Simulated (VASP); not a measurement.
Energy against volume of BAs (zinc blende). Method: MS2 meta-GGA, VASP's PBE PAW potentials (set 64) (plane waves; VASP).

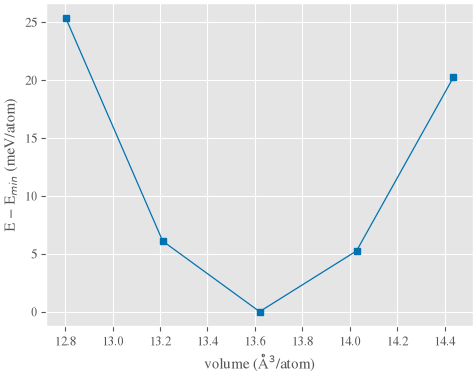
Figure. Energy against volume

Task: Estimate the equilibrium volume and the bulk modulus.

Result: The minimum lies near 13.6 Å³/atom, and the curvature gives B0 of about 150 GPa.

Measured: bulk modulus 142 GPa (computed value off by +3.9 %), as given by PMC11618452 (zinc blende boron arsenide), quoting Tian et al.; a 4.777 Å (computed value off by +0.0 %), as given by M J Lucero et al., Journal of Physics Condensed Matter (2012), arXiv:1111.4515. The calculation is for a static lattice, while the measured bulk modulus, a hold thermal and zero-point effects, which are part of the difference.

The compound is BAs in the zinc blende structure. It was relaxed first.
